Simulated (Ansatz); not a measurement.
Stretching the Al1–Cl4 bond in AlClFH (SMILES [F][AlH][Cl]) (multiplicity 1 held, fragments rigid). Energies count from the point at 2.087 Å.
Geometry at that point (charge 0, multiplicity 1):
```xyz
4

Al    -0.561     0.177    -0.471
H     -1.756    -0.370    -1.303
F     -0.216     1.786    -0.496
Cl     0.647    -1.059     0.699
```

U- levels take the lowest unrestricted solution at each point, which mixes spins at long bonds. Active spaces are followed from a long bond inwards. Levels need not reach the same state.

Correlated levels freeze the cores.

Codes used: Ansatz (a first-principles code) with Gaussian orbitals. Each number belongs to the level named beside it.

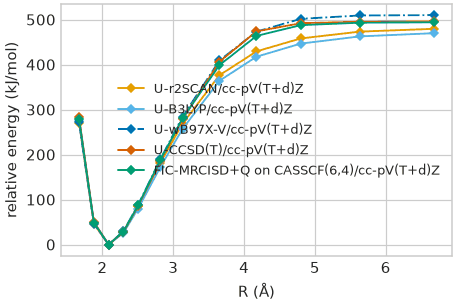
Figure: Relative energy along the coordinate

Doubts at one or more of the structures used: a spin-contaminated determinant (U-r2SCAN/cc-pV(T+d)Z, U-B3LYP/cc-pV(T+d)Z, U-wB97X-V/cc-pV(T+d)Z, U-CCSD(T)/cc-pV(T+d)Z); T1 above 0.05 (U-CCSD(T)/cc-pV(T+d)Z); the program's own flag: other amplitudes (U-CCSD(T)/cc-pV(T+d)Z); active orbitals that take no part (FIC-MRCISD+Q on CASSCF(6,4)/cc-pV(T+d)Z).
